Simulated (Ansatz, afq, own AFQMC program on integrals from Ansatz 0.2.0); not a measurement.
# GeH4+ (doublet): AFQMC on the coupled-cluster ladder, cc-pVDZ

Aim: compute GeH4+ (doublet) with auxiliary-field quantum Monte Carlo on the same integrals as coupled cluster, and set the energies side by side.

Computed with Ansatz 0.2.0, Gaussian basis, and an in-house AFQMC program (afq) on its integrals; all values are calculated. Level: cc-pVDZ, frozen cores.

Plan: PBE (unrestricted); r2SCAN (unrestricted); PBE0 (unrestricted); B3LYP (unrestricted); wB97M-V (unrestricted); B2PLYP (unrestricted); CCSD(T) on UHF; CCSDT(Q) on UHF; Phaseless AFQMC, CISD trial on UHF; Phaseless AFQMC, single-determinant trial on UHF; Free-projection AFQMC, CISD trial on UHF.

1 further run of the same task is left out (it didn't finish).

## (1) The system

The geometry is a PBE0/def2-TZVP stationary point (not a proven minimum). No spin-orbit coupling is included. The filled d shell of Ge may be among the frozen orbitals whatever the setting's name suggests; the logs give the count.

5 atoms, charge 1, spin multiplicity 2.

Atoms are counted from 1 here; the program's logs count them from 0.

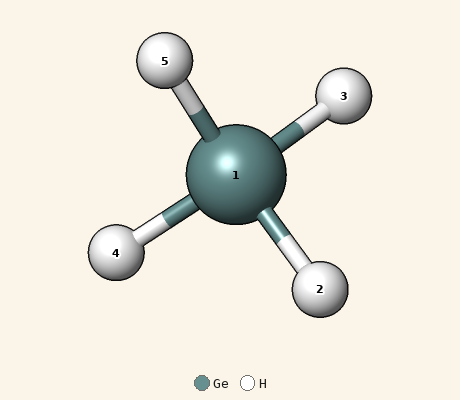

The geometry (germanium teal, hydrogen white); atoms are numbered from 1 in the order of the file.

## (2) PBE (unrestricted)

File in.yaml:

```yaml
crystal:
  periodic: [false, false, false]
  atoms:
    - {symbol: Ge, position_ang: [0.000000, 0.000000, 0.000000]}
    - {symbol: H, position_ang: [0.561303, 1.033925, 1.032591]}
    - {symbol: H, position_ang: [-0.569863, -1.029690, 1.032135]}
    - {symbol: H, position_ang: [-0.559224, 1.030817, -1.036818]}
    - {symbol: H, position_ang: [0.567783, -1.035053, -1.027908]}
basis:
  gaussian: {orbitals: cc-pVDZ}
total_charge: 1
magnetization: {spin_polarized: true, initial_magnetization: 1}
hamiltonian: {xc: {name: PBE}}
output: {orbitals: {seedname: orbitals}}
```

Run with:

```console
$ ansatz run in.yaml --threads 1 --pin off --events-out ev --progress --plain --max-ram 1843MiB
```

What it wrote:

```text
Functional definition: PBE
  name "PBE"
  cite "Perdew, Burke & Ernzerhof, Phys. Rev. Lett. 77, 3865 (1996) doi:10.1103/PhysRevLett.77.3865"
  parent pbe
  parameter kappa = 0.804
  parameter beta = 0.06672455060314922
  exchange = pbe_x(kappa = kappa, mu = beta*pi^2/3)
  correlation = pbe_c(beta = beta)
607 factors; their error is unknown
mean field evaluation 1: about -56561.4302 eV, gradient 7.1e0 eV
mean field evaluation 2: about -56561.8291 eV, gradient 3.6e0 eV
mean field evaluation 4: about -56561.9237 eV, gradient 5.5e-2 eV
mean field evaluation 8: about -56561.9185 eV, gradient 2.0e-3 eV
mean field -56561.91852651 eV, -2078.6121668039 hartree, gradient 1.2e-5 eV, S^2 0.752973; 0 other end points of the search recorded, 0 dependent functions left out
reference -56561.91855576 eV, -2078.6121678787 hartree; 18, 17 occupied and 29, 30 virtual orbitals, 607 factors
Total energy: -56561.91855576 eV, -2078.6121678787 hartree
```

It took 0.51 s on 1 thread of Intel Xeon 6975P-C (Granite Rapids), shared host.

From the report: ⟨S²⟩ of the determinant 0.753 (pure doublet: 0.75).

## (3) r2SCAN (unrestricted)

in.yaml, as its differences from that of step 2:

```diff
@@ -12,3 +12,2 @@
 magnetization: {spin_polarized: true, initial_magnetization: 1}
-hamiltonian: {xc: {name: PBE}}
-output: {orbitals: {seedname: orbitals}}
+hamiltonian: {xc: {name: r2SCAN}}
```

The command is unchanged.

What it wrote:

```text
Functional definition: r2SCAN
  name "r2SCAN"
  cite "Furness, Kaplan, Ning, Perdew & Sun, J. Phys. Chem. Lett. 11, 8208 (2020) doi:10.1021/acs.jpclett.0c02405"
  cite "Furness, Kaplan, Ning, Perdew & Sun, J. Phys. Chem. Lett. 11, 9248 (2020) doi:10.1021/acs.jpclett.0c03077"
  parent r2scan
  parameter k0 = 0.174
  parameter k1 = 0.065
  parameter a1 = 4.9479
  exchange = r2scan_x(k0 = k0, k1 = k1, a1 = a1)
  correlation = r2scan_c
607 factors; their error is unknown
mean field evaluation 1: about -56569.9855 eV, gradient 5.8e0 eV
mean field evaluation 2: about -56570.2420 eV, gradient 3.3e0 eV
mean field evaluation 4: about -56570.3121 eV, gradient 1.4e-1 eV
mean field evaluation 8: about -56570.3073 eV, gradient 7.8e-3 eV
mean field -56570.30730789 eV, -2078.9204488334 hartree, gradient 1.2e-5 eV, S^2 0.758554; 0 other end points of the search recorded, 0 dependent functions left out
reference -56570.30731783 eV, -2078.9204491988 hartree; 18, 17 occupied and 29, 30 virtual orbitals, 607 factors
Total energy: -56570.30731783 eV, -2078.9204491988 hartree
```

Run time: 1.2 s. Hardware: 1 thread of Intel Xeon 6975P-C (Granite Rapids), shared host.

From the report: ⟨S²⟩ of the determinant 0.759 (pure doublet: 0.75).

## (4) PBE0 (unrestricted)

in.yaml, as its differences from that of step 3:

```diff
@@ -12,2 +12,3 @@
 magnetization: {spin_polarized: true, initial_magnetization: 1}
-hamiltonian: {xc: {name: r2SCAN}}
+hamiltonian: {xc: {name: PBE0}}
+output: {orbitals: {seedname: orbitals}}
```

Same command.

What it wrote:

```text
Functional definition: PBE0
  name "PBE0"
  cite "Adamo & Barone, J. Chem. Phys. 110, 6158 (1999) doi:10.1063/1.478522"
  cite "Perdew, Burke & Ernzerhof, Phys. Rev. Lett. 77, 3865 (1996) doi:10.1103/PhysRevLett.77.3865"
  parent pbe
  parameter a = 0.25
  parameter kappa = 0.804
  parameter beta = 0.06672455060314922
  exchange = (1 - a)*pbe_x(kappa = kappa, mu = beta*pi^2/3) + a*exact_x
  correlation = pbe_c(beta = beta)
497 factors; integrals over basis functions are off by at most 9.1e-4 eV
mean field evaluation 1: about -56563.1375 eV, gradient 4.8e0 eV
mean field evaluation 2: about -56563.3076 eV, gradient 2.5e0 eV
mean field evaluation 4: about -56563.3416 eV, gradient 5.8e-1 eV
mean field evaluation 8: about -56563.3675 eV, gradient 2.3e-2 eV
mean field evaluation 16: about -56563.3676 eV, gradient 1.7e-5 eV
mean field -56563.36755560 eV, -2078.6654176408 hartree, gradient 1.7e-5 eV, S^2 0.757472; 0 other end points of the search recorded, 0 dependent functions left out
reference -56563.36757743 eV, -2078.6654184431 hartree; 18, 17 occupied and 29, 30 virtual orbitals, 497 factors
Total energy: -56563.36757743 eV, -2078.6654184431 hartree
```

Wall time 0.9 s (1 thread of Intel Xeon 6975P-C (Granite Rapids), shared host).

From the report: ⟨S²⟩ of the determinant 0.757 (pure doublet: 0.75).

## (5) B3LYP (unrestricted)

in.yaml, as its differences from that of step 4:

```diff
@@ -12,3 +12,2 @@
 magnetization: {spin_polarized: true, initial_magnetization: 1}
-hamiltonian: {xc: {name: PBE0}}
-output: {orbitals: {seedname: orbitals}}
+hamiltonian: {xc: {name: B3LYP}}
```

The command is unchanged.

What it wrote (excerpt; [...] marks lines left out):

```text
Functional definition: B3LYP
  name "B3LYP"
  cite "Stephens, Devlin, Chabalowski & Frisch, J. Phys. Chem. 98, 11623 (1994) doi:10.1021/j100096a001"
  cite "Becke, Phys. Rev. A 38, 3098 (1988) doi:10.1103/PhysRevA.38.3098"
  cite "Lee, Yang & Parr, Phys. Rev. B 37, 785 (1988) doi:10.1103/PhysRevB.37.785"
  cite "Vosko, Wilk & Nusair, Can. J. Phys. 58, 1200 (1980) doi:10.1139/p80-159"
[...]
497 factors; integrals over basis functions are off by at most 9.1e-4 eV
[...]
mean field -56572.04809132 eV, -2078.9844214445 hartree, gradient 1.3e-6 eV, S^2 0.756901; 0 other end points of the search recorded, 0 dependent functions left out
reference -56572.04828223 eV, -2078.9844284605 hartree; 18, 17 occupied and 29, 30 virtual orbitals, 497 factors
Total energy: -56572.04828223 eV, -2078.9844284605 hartree
```

It took 0.87 s on 1 thread of Intel Xeon 6975P-C (Granite Rapids), shared host.

From the report: ⟨S²⟩ of the determinant 0.757 (pure doublet: 0.75).

## (6) wB97M-V (unrestricted)

in.yaml, as its differences from that of step 5:

```diff
@@ -12,2 +12,3 @@
 magnetization: {spin_polarized: true, initial_magnetization: 1}
-hamiltonian: {xc: {name: B3LYP}}
+hamiltonian: {xc: {name: wB97M-V}}
+output: {orbitals: {seedname: orbitals}}
```

Same command.

What it wrote (excerpt; [...] marks lines left out):

```text
Functional definition: wB97M-V
  name "wB97M-V"
  cite "Mardirossian & Head-Gordon, J. Chem. Phys. 144, 214110 (2016) doi:10.1063/1.4952647"
  cite "Becke, J. Chem. Phys. 107, 8554 (1997) doi:10.1063/1.475007"
  cite "Vydrov & Van Voorhis, J. Chem. Phys. 133, 244103 (2010) doi:10.1063/1.3521275"
  # Of w^i u^j: cxij and so on, Table III.
[...]
  gx(w, u) = 1 - cx + cx01*u + cx10*w
  gss(w, u) = css00 + css04*u^4 + css10*w + css20*w^2 + css43*w^4*u^3
  gos(w, u) = cos00 + cos10*w + (cos20 + cos21*u)*w^2 + (cos60 + cos61*u)*w^6
[...]
      + integral(e_c_pw_mod_opposite_spin*gos(b97_w_opposite, b97_u_opposite)) + vv10(b, c)
497 factors; integrals over basis functions are off by at most 9.1e-4 eV
162 factors; integrals over basis functions are off by at most 4.9e-6 eV
[...]
mean field -56566.79344833 eV, -2078.7913168764 hartree, gradient 1.5e-5 eV, S^2 0.756760; 0 other end points of the search recorded, 0 dependent functions left out
reference -56566.79348272 eV, -2078.7913181402 hartree; 18, 17 occupied and 29, 30 virtual orbitals, 497 factors
Total energy: -56566.79348272 eV, -2078.7913181402 hartree
```

Run time: 2.6 s. Hardware: 1 thread of Intel Xeon 6975P-C (Granite Rapids), shared host.

From the report: ⟨S²⟩ of the determinant 0.757 (pure doublet: 0.75).

## (7) B2PLYP (unrestricted)

in.yaml, as its differences from that of step 6:

```diff
@@ -12,3 +12,3 @@
 magnetization: {spin_polarized: true, initial_magnetization: 1}
-hamiltonian: {xc: {name: wB97M-V}}
-output: {orbitals: {seedname: orbitals}}
+hamiltonian: {xc: {name: B2PLYP}}
+correlation: {electrons: outside_noble_gas}
```

Same command.

What it wrote (excerpt; [...] marks lines left out):

```text
Functional definition: B2PLYP
  name "B2PLYP"
  cite "Grimme, J. Chem. Phys. 124, 034108 (2006) doi:10.1063/1.2148954"
  cite "Becke, Phys. Rev. A 38, 3098 (1988) doi:10.1103/PhysRevA.38.3098"
  cite "Lee, Yang & Parr, Phys. Rev. B 37, 785 (1988) doi:10.1103/PhysRevB.37.785"
[...]
497 factors; integrals over basis functions are off by at most 9.1e-4 eV
[...]
mean field -56557.93413436 eV, -2078.4657430930 hartree, gradient 2.7e-6 eV, S^2 0.767815; 0 other end points of the search recorded, 0 dependent functions left out
14 core orbitals not correlated: weight in the atoms' cores, before any rotation towards them, 0.999 or more for the frozen orbitals, at most 0.001 for the correlated occupied ones
reference -56557.93425605 eV, -2078.4657475651 hartree; 4, 3 occupied and 29, 30 virtual orbitals, 497 factors
second order -3.44886113 eV of doubles, -0.00000000 eV of singles
Total energy: -56558.86544855 eV, -2078.4999682584 hartree
```

Wall time 0.84 s (1 thread of Intel Xeon 6975P-C (Granite Rapids), shared host).

From the report: ⟨S²⟩ of the determinant 0.768 (pure doublet: 0.75).

## (8) CCSD(T) on UHF

in.yaml, as its differences from that of step 7:

```diff
@@ -12,3 +12,2 @@
 magnetization: {spin_polarized: true, initial_magnetization: 1}
-hamiltonian: {xc: {name: B2PLYP}}
-correlation: {electrons: outside_noble_gas}
+correlation: {method: ccsd_t, electrons: outside_noble_gas, hamiltonian_folder: ham}
```

Launched as before.

What it wrote (excerpt; [...] marks lines left out):

```text
Functional definition: HF
  name "HF"
  cite "Fock, Z. Phys. 61, 126 (1930) doi:10.1007/BF01340294"
  parent pbe
[...]
497 factors; integrals over basis functions are off by at most 9.1e-4 eV
[...]
mean field -56524.28323763 eV, -2077.2290954477 hartree, gradient 4.0e-6 eV, S^2 0.794187; 4 other end points of the search recorded, 0 dependent functions left out
determinant -56524.28323763 eV, -2077.2290954477 hartree, with singles and doubles -56527.84350088 eV, -2077.3599327090 hartree
determinant -56522.46735571 eV, -2077.1623630180 hartree, with singles and doubles -56525.84981918 eV, -2077.2866662578 hartree
14 core orbitals not correlated: weight in the atoms' cores, before any rotation towards them, 0.999 or more for the frozen orbitals, at most 0.001 for the correlated occupied ones
reference -56524.28323763 eV, -2077.2290954477 hartree; 4, 3 occupied and 29, 30 virtual orbitals, 497 factors
second order -2.67532467 eV of doubles, -0.00000000 eV of singles
cycle   1  -3.56030822 eV  change   -4.5e-5 eV  update   5.4e-4
[...]
cycle   7  -3.56043092 eV  change   -9.2e-7 eV  update   4.7e-7
perturbative correction -0.08670314 eV, -0.0031862816 hartree
Total energy: -56527.93037169 eV, -2077.3631251522 hartree
```

It took 1.1 s on 1 thread of Intel Xeon 6975P-C (Granite Rapids), shared host.

From the report: ⟨S²⟩ of the determinant 0.794 (pure doublet: 0.75); correlation -3.6471 eV; T1 0.024; largest double amplitude 0.06.

This run also writes the integrals to the folder ham.

(Part 1 of 2 ends here.)
